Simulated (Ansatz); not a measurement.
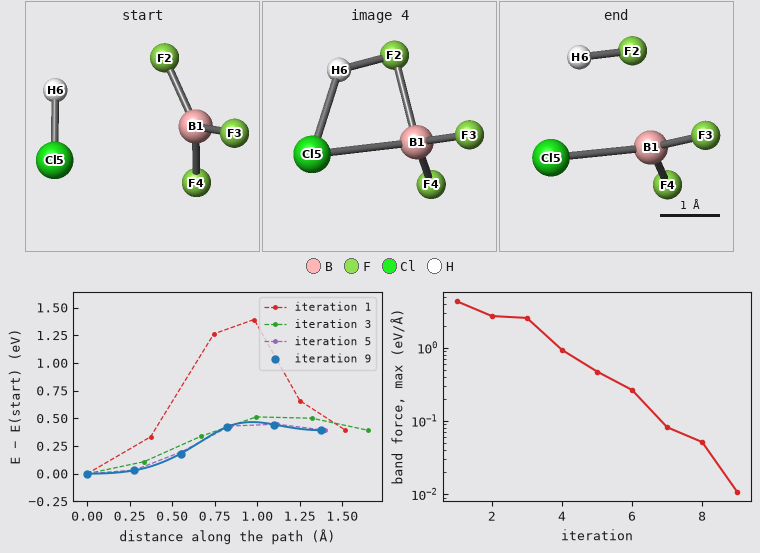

A search for the minimum-energy path of BHClF3 by the nudged elastic band. Images are numbered from 0 (start) to 5 (end). The plot follows the band through its iterations. A ball-and-stick model, seen from a free direction.

The calculation used RKS LDA/cc-pVDZ (Ansatz 0.2.0). Set-up: 4 movable images; no climbing image; force threshold 0.05 eV/Å; iteration limit 60; starting path through a guess of the saddle point.

**Did the band converge, and can the barrier be trusted?**

The run is converged, with reservations. The band converged in 9 iterations. The largest component of the band force went from 4.3 to 0.011 eV/Å. No image climbed, so the highest image needn't lie on the saddle point, and the true maximum along this path can be higher. The first iteration put the highest image at 1.39 eV. Forward barrier 0.44 eV, backward barrier 0.05 eV, with image 4 at the top; the reaction energy is +0.39 eV.

The run took 77 s on 1 thread of Arm Neoverse N1 (shared host), peak memory 0.14 GiB.
